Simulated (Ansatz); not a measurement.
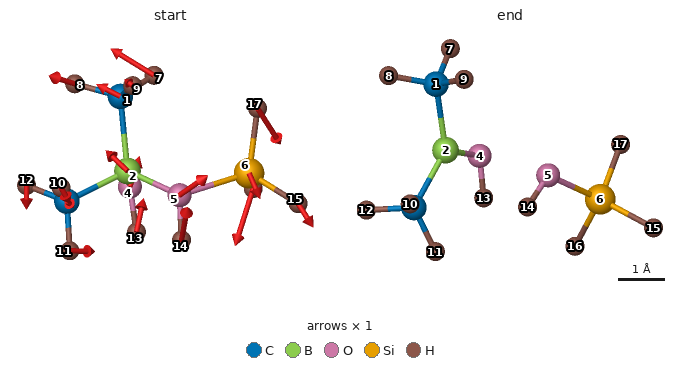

The structure of C2H11BO2Si (coarse preliminary run) before (left) and after (right) a relaxation, at one scale. The red arrows give the displacements, at their true length.

Style: ball-and-stick. Shown face on.

The start comes from a force field.

The calculation used RKS PBE-D4/def2-SVP (Ansatz). Set-up: force threshold 0.03 eV/Å; at most 200 steps.

### Summarise the run.

The largest move after the best rigid fit is that of an H atom, 1.44 Å. By element the largest moves are H 1.44 Å, O 0.92 Å, B 0.75 Å, Si 0.63 Å, C 0.60 Å. Near-neighbour distances that change, for instance: B–O 1.486 → 2.847 Å, B–Si 2.691 → 3.626 Å, B–C 1.669 → 1.578 Å, H–Si 1.451 → 1.508 Å. Bonds break, among them: B–O (1.49 → 2.85 Å). Bond angles that change, for instance: C–B–C 106.9° → 122.3°, C–B–O 105.6° → 120.7°, Si–O–H 101.3° → 115.5°. The energy falls by 155.1 kJ/mol in 37 accepted moves (43 points after the start). The largest force component goes from 3.3 to 0.022 eV/Å. The line search rejected the trial steps at points 7, 10, 30, 36, 38, 39 of the run. The forces were under the threshold at step 35, but the run went on from there.
